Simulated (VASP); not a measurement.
Consider the following.

```
Re
1.0
   -1.54278     1.54278     1.54278
    1.54278    -1.54278     1.54278
    1.54278     1.54278    -1.54278
Re
1
Direct
  0.00000   0.00000   0.00000
```

Computed with PBEsol GGA, VASP's PBE PAW potentials (set 64) (plane waves; VASP). Run with 400 eV cut-off, 18×18×18 Γ-centred mesh, tetrahedra with Blöchl corrections, potentials Re.

Unless said otherwise, spin-orbit coupling is left out, though it shifts the bands of the heavy elements here.

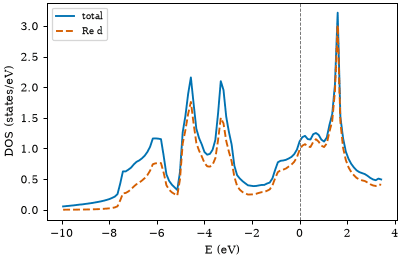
Figure. Total and projected density of states, zero at the Fermi level

Within 2 eV below the Fermi level the largest weight inside VASP's projection spheres is Re d.

It has no gap at this level: it comes out as a metal or semimetal.

The structure was generated: Re was put into the bcc type (Im-3m), which need not be its known phase. It was relaxed first.
